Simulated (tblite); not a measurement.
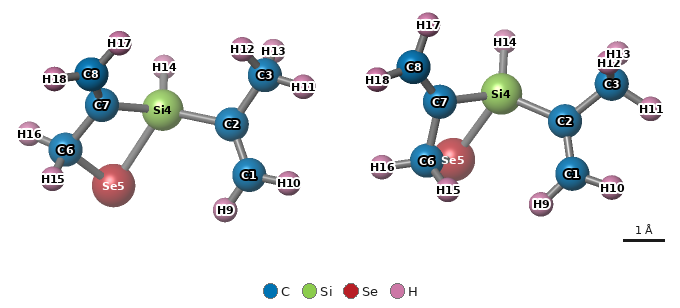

Two geometries of C6H10SeSi, drawn at one scale. One is the start of a relaxation, the other its converged end. A ball-and-stick model, seen face on.

The calculation used GFN2-xTB geometry optimisation, gas phase in tblite 0.8.0. 

**Which of the two is the end point?**

The left one is the relaxed one. After 104 geometry steps the energy has fallen by 52.1 kJ/mol. The largest move after the best rigid fit is that of H15, 1.38 Å. Largest moves by element: H 1.38 Å, Se 0.70 Å, C 0.62 Å, Si 0.40 Å. Near-neighbour distances that change, for instance: C2–Si4 1.827 → 1.887 Å, Si4–Se5 2.264 → 2.313 Å, Se5–C6 1.940 → 1.988 Å, C3–H11 1.135 → 1.088 Å. Among the angles between lasting bonds that change: C1–C2–C3 116.4° → 122.5°, H11–C3–H13 103.2° → 108.8°, Se5–C6–C7 96.1° → 101.7°. Groups turn about C6–C7 by about 40°, Si4–C7 by about 40°, Se5–C6 by about 30°. The run took 0.76 s on 1 thread of Arm Neoverse V2 (shared host).
